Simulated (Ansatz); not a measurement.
# Cl₃H₂OSi···Cl: what the fields show

The calculation's input:

```
crystal:
  periodic: [false, false, false]
  atoms:
    - {symbol: Si, position_ang: [-0.578894, -0.244974, 0.088987]}
    - {symbol: O, position_ang: [1.153729, -0.100535, -0.179835]}
    - {symbol: Cl, position_ang: [-0.599115, -2.137570, -0.797366]}
    - {symbol: Cl, position_ang: [-1.176876, -0.678983, 1.967999]}
    - {symbol: Cl, position_ang: [-1.859229, 0.730919, -1.141405]}
    - {symbol: H, position_ang: [1.266330, 0.948307, 0.111215]}
    - {symbol: Cl, position_ang: [0.232100, 2.014835, 0.892990]}
    - {symbol: H, position_ang: [1.561955, -0.532000, -0.942484]}
basis:
  gaussian: {orbitals: def2-TZVPP}
hamiltonian: {xc: pbe0, dispersion: d4}
output: {orbitals: {seedname: orbitals}}
```

Run with:

```sh
ansatz run in.yaml --threads 8 --pin off --events-out ev --progress --plain --max-ram 19148MiB
```

A transition-state structure; geometry: PBE0-D4/def2-TZVP.

Computed with RKS PBE0-D4/def2-TZVPP (Ansatz).

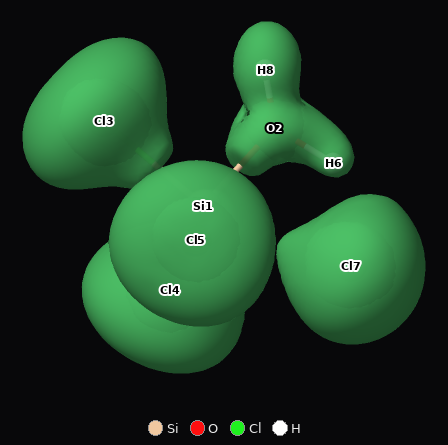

Figure 1. Isosurface of the electron localisation function at 0.75 (green), seen across its widest extent. Core shells and regions of very low density are left out.

Q: Where are the electrons localised?

A: The ELF exceeds this value in three regions on Cl in which the atom's valence shell and bonds are merged, one region wrapped around Cl (its valence shell) and one joined region spread over several atoms (H, O), in which their bonds and any lone pairs are merged.


Cl7···H6 (1.68 Å): the ELF peaks at about 0.85 between the atoms (a closed-shell contact with the geometry of a hydrogen bond). Si–O (1.76 Å): the ELF peaks at about 0.90 between the atoms: a shared but strongly polarised pair.

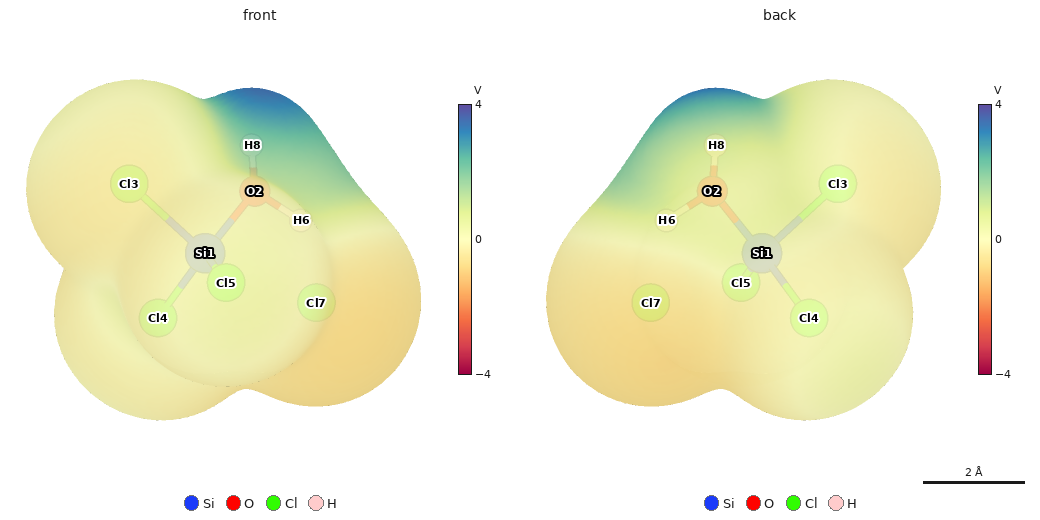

Figure 2. The electrostatic potential painted on the density surface at 0.001 e/bohr³, seen from the front and from behind; red is negative and blue positive.

Q: Which sites attract a positive test charge, and which a negative one?

A: A positive charge is drawn to the negative regions and a negative charge to the positive ones. The most negative region (about −0.8 V) lies over Cl7, the most positive (about +3.4 V) over H8. Cl4 shows a σ-hole: about +0.3 V at the tip opposite its bond, against about −0.3 V on its flanks. Cl5 shows a σ-hole: about +0.3 V at the tip opposite its bond, against about −0.3 V on its flanks.

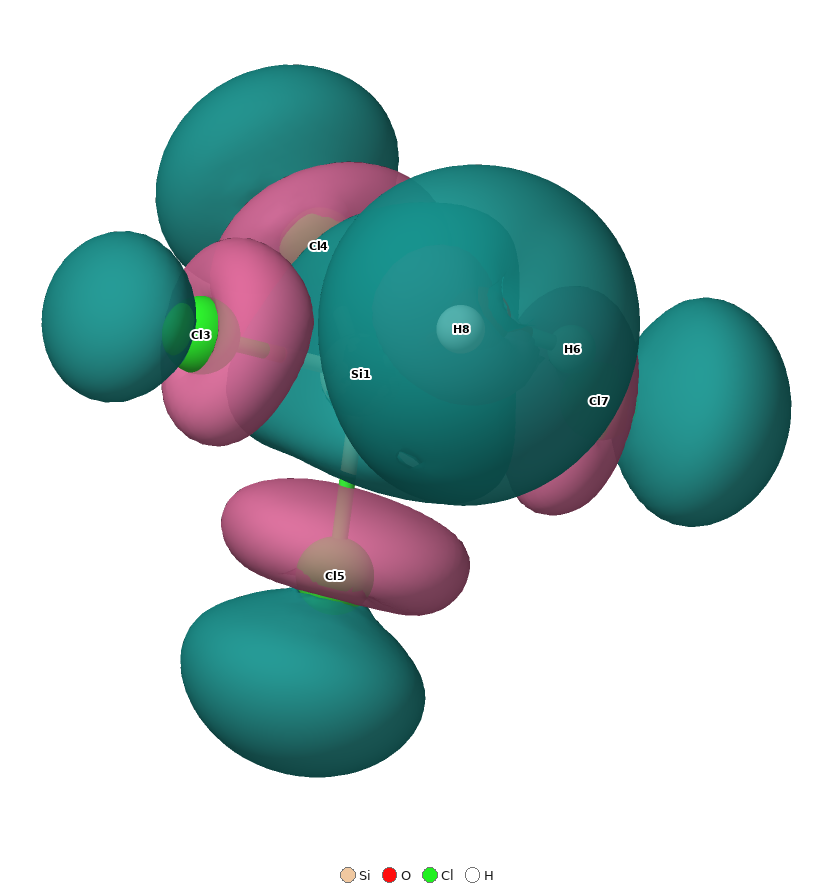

Figure 3. The LUMO at ±0.05 Å⁻³ᐟ² (teal and pink are the two phases), seen from one side.

Q: What is the character of this orbital?

A: Its weight (Hirshfeld) is mainly on Si1 (about 30 %), Cl4 (about 15 %), Cl5 (about 15 %), Cl7 (about 10 %), H8 (about 10 %) and O2 (about 10 %). Its energy is −1.01 eV.

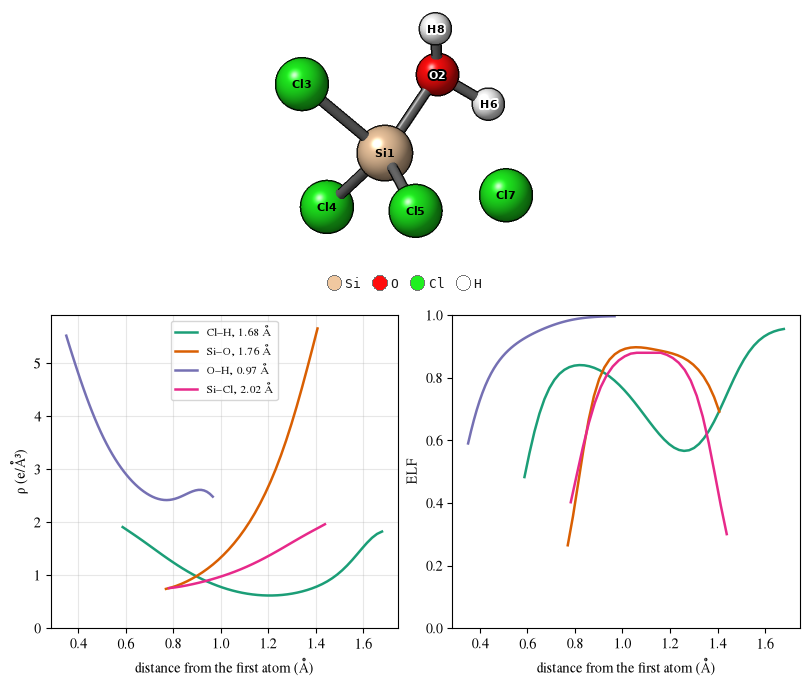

Figure 4. Total electron density and electron localisation function along straight lines between neighbouring atoms. The curves leave out the atomic cores. The structure is drawn too.

Q: What can be read from the curves?

A: Cl7···H6 (1.68 Å): the density falls to about 0.62 e/Å³ on the way; the ELF peaks at about 0.85 between the atoms: a closed-shell contact with the geometry of a hydrogen bond.
Si–O (1.76 Å): ρ at the midpoint is about 0.93 e/Å³; the ELF peaks at about 0.90 between the atoms: a polar covalent bond.
O–H (0.97 Å): ρ at the midpoint is about 3.8 e/Å³; the ELF climbs to about 1 towards the hydrogen, as it does in any bond to H; a covalent bond by its length.
Si–Cl (2.02 Å): ρ at the midpoint is about 0.99 e/Å³; the ELF peaks at about 0.90 between the atoms, as expected for a shared but strongly polarised pair.
